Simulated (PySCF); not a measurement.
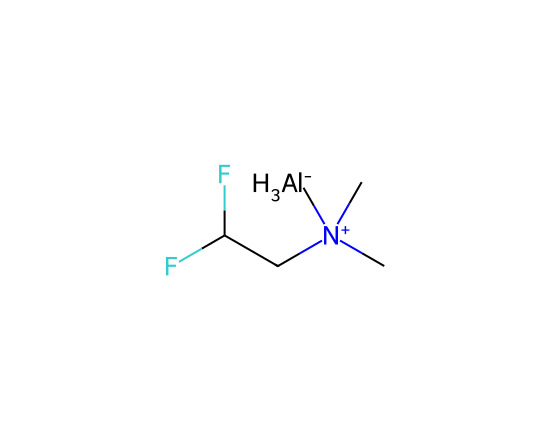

Question: Give its SMILES.

Answer: C[N+](C)([AlH3-])CC(F)F

Question: Give the formula, hydrogens included.

Answer: C4H12AlF2N.

Question: An optimisation with PBE0-D3(BJ)/def2-SVP gave a structure of which point group?

Answer: C1. Other conformers may differ.

More results for the same structure follow; atom numbers are the same in all pictures, views and colours differ. The geometry was computed by an optimisation with PBE0-D3(BJ)/def2-SVP. No frequency run is at hand to confirm it as a minimum.

Shape

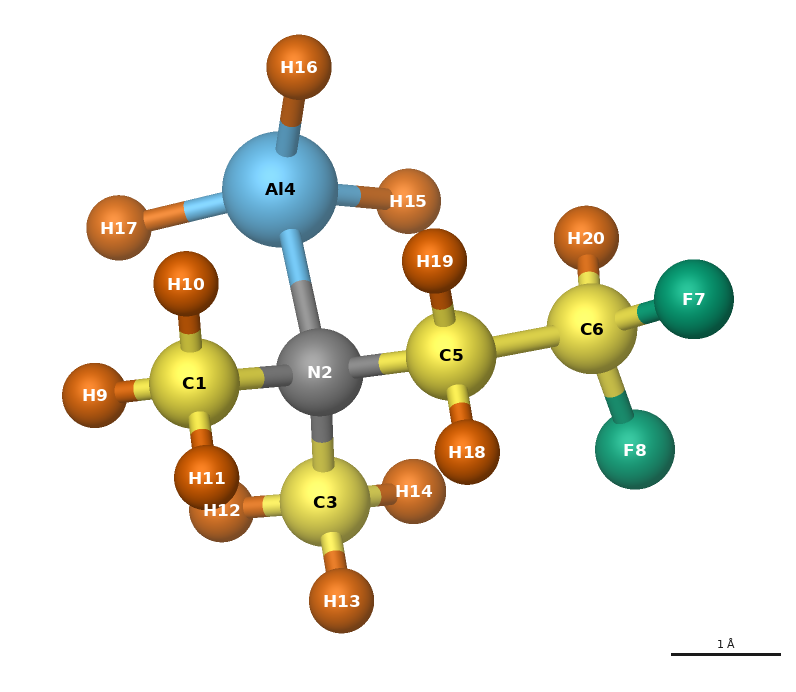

Atoms carry their numbers in the input. No frequency run is at hand to confirm it as a minimum.

List the bonds and their lengths. Leave out bonds to hydrogen.

```csv
bond,length (Å)
C1–N2,1.472
N2–C3,1.473
N2–Al4,2.094
N2–C5,1.471
C5–C6,1.515
C6–F7,1.350
C6–F8,1.355
```

Core levels

No frequency run is at hand to confirm it as a minimum. Properties computed with delta-SCF UKS SCAN, pcX-2 on the ionised atom, pcseg-1 elsewhere, spin-free X2C (PySCF 2.14.0).

Give the core-electron binding energies (to vacuum; p and d levels without spin–orbit splitting) of C1 1s, N2 1s, Al4 1s, Al4 2p, C5 1s, C6 1s, F7 1s.

| atom | level | binding energy (eV) |
| --- | --- | --- |
| C1 | 1s | 292.4 |
| N2 | 1s | 406.9 |
| Al4 | 1s | 1565.5 |
| Al4 | 2p | 79.2 |
| C5 | 1s | 292.6 |
| C6 | 1s | 296.0 |
| F7 | 1s | 693.6 |

Charges

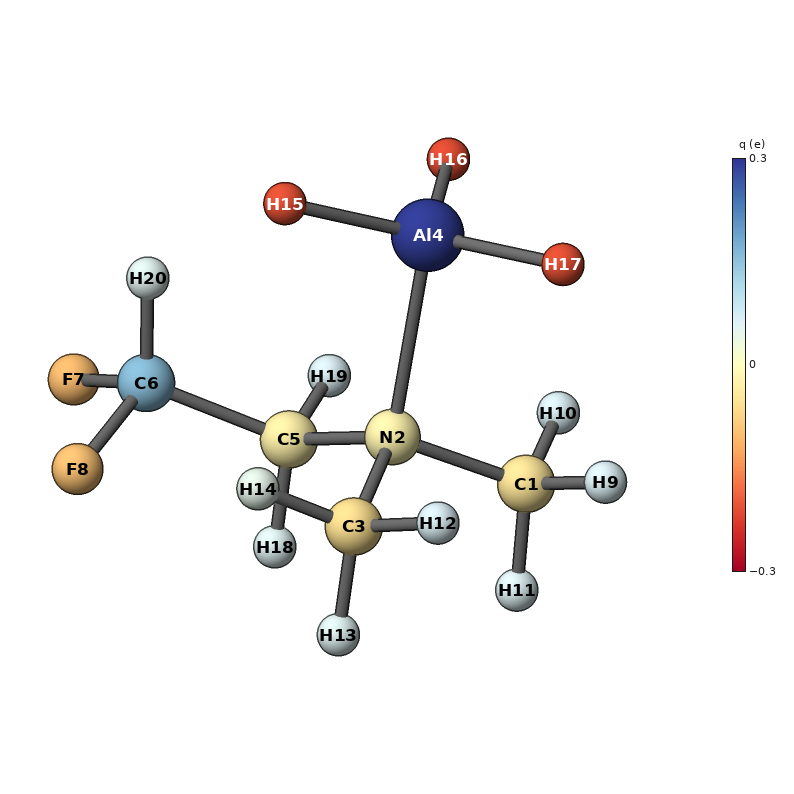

Atoms are coloured by their Hirshfeld charges. No frequency run is at hand to confirm it as a minimum. Properties computed with PBE0/pcSseg-1 in chloroform (IEF-PCM) (PySCF 2.14.0).

List the Hirshfeld charges.

```csv
atom,value (e)
C1,−0.05
N2,−0.02
C3,−0.06
Al4,0.29
C5,−0.03
C6,0.15
F7,−0.10
F8,−0.09
H9,0.06
H10,0.06
H11,0.06
H12,0.06
H13,0.05
H14,0.05
H15,−0.20
H16,−0.21
H17,−0.20
H18,0.05
H19,0.06
H20,0.05
```

Dipole moment

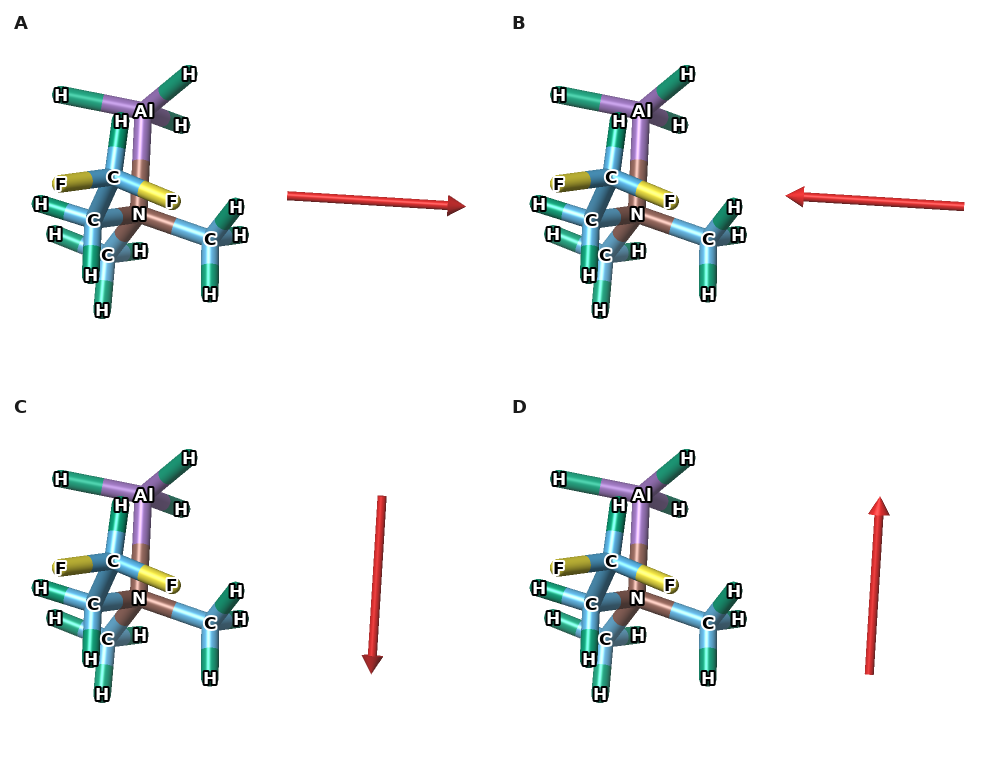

The same molecule four times, each with an arrow. No frequency run is at hand to confirm it as a minimum. Properties computed with B3LYP/pcSseg-1, gas phase (PySCF 2.14.0).

Question: Which arrow points along the dipole moment, from the negative to the positive end?

Answer: C. The dipole moment is 4.29 D.

Quadrupole coupling

No frequency run is at hand to confirm it as a minimum. Electric field gradients from the ground-state density, PBE0/pcSseg-1 (PySCF 2.14.0), non-relativistic apart from any core potentials.

Give the largest field-gradient component, the quadrupole coupling constant and the asymmetry for 14N at N2 (Q = 20.44 mb), 27Al at Al4 (Q = 146.6 mb), 2H at H9 (Q = 2.86 mb), 2H at H10 (Q = 2.86 mb).

```tsv
atom	V_zz (a.u.)	e²qQ/h (MHz)	η
N2	−0.848	−4.07	0.08
Al4	0.853	29.4	0.05
H9	0.285	0.191	0.08
H10	0.283	0.190	0.07
```
